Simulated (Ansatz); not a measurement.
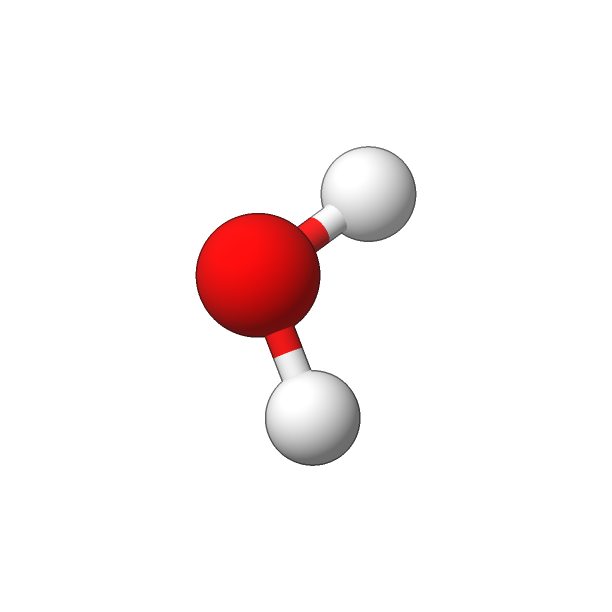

Rendered structure (ball-and-stick style). Colours: hydrogen white, oxygen red.

Computed geometry: PBE0-D4/def2-TZVP optimisation.

Which formula does it have?

H₂O, 3 atoms: 2 hydrogen and 1 oxygen.

Count the bonded pairs by element.

2 O–H. Sticks follow a distance rule.

Which point group does it belong to?

C2v.

The parts below concern this one geometry. Atoms keep their numbers from picture to picture.

**Shape**

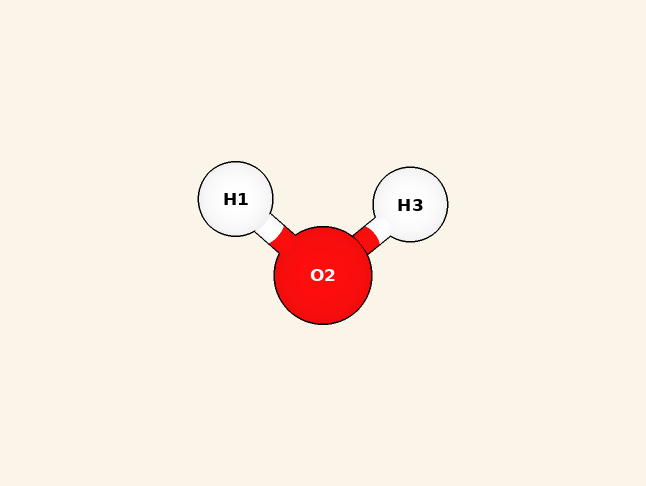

Atoms carry their numbers in the input.

Give these bond angles: H1–O2–H3.

```json
{"angle": "H1–O2–H3", "degrees": "105.1"}
```

**Charges**

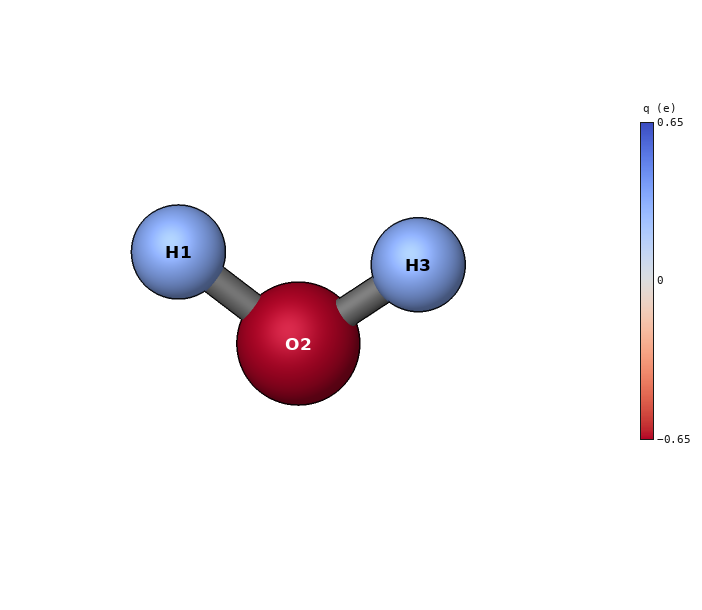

Atoms are coloured by their Mulliken charges. Method: RKS PBE0-D4/def2-TZVP (Ansatz 0.2.0).

Give the Mulliken charges atom by atom.

```
atom  value (e)
  H1       0.32
  O2      −0.65
  H3       0.32
```

**Vibrations**

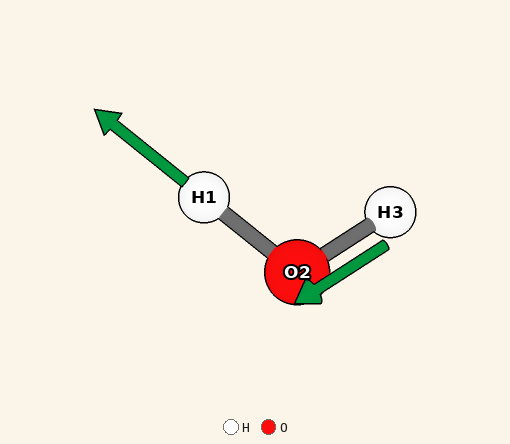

The arrows show one normal mode. Harmonic vibrations computed with RKS PBE0-D4/def2-TZVP (Ansatz 0.2.0) at a stationary point of the same level.

What kind of motion is it?

Mostly out-of-phase stretching of 2 O–H bonds.

Estimate its harmonic wavenumber.

3959 cm⁻¹; it is mode 3 of 3 counted from the lowest.

**Electronic properties**

Level of theory: RKS PBE0-D4/def2-TZVPP (Ansatz 0.2.0).

What does the calculation give?

- HOMO energy (Kohn–Sham orbital): −8.90 eV
- LUMO energy (Kohn–Sham orbital): 0.85 eV
- HOMO–LUMO gap: 9.75 eV

**Dipole moment**

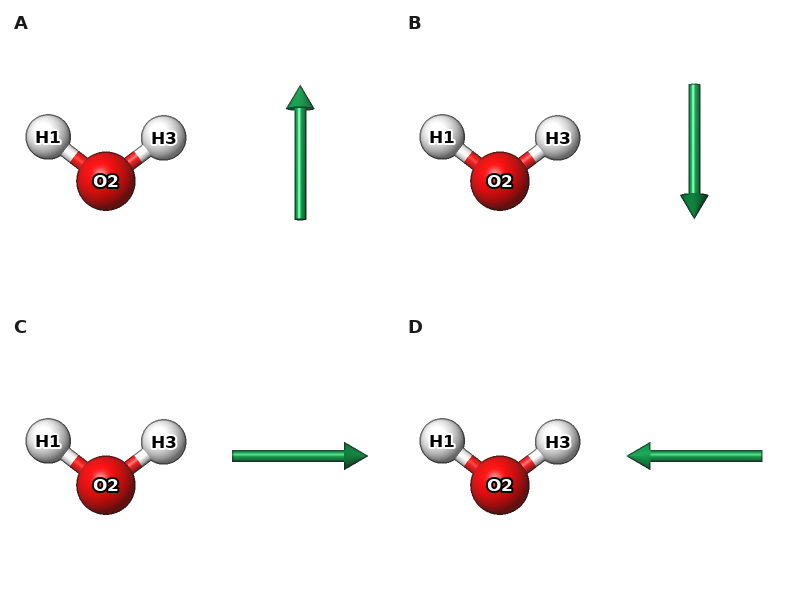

The same molecule four times, each with an arrow. Level of theory: RKS PBE0-D4/def2-TZVP (Ansatz 0.2.0).

Which arrow points along the dipole moment, from the negative to the positive end?

A. The dipole moment is 2.07 D; it points from the side of O2 to the side of H1, H3 (the outermost atoms at the two ends).

Mulliken values depend strongly on the basis set and can even reverse the polarity of a bond.
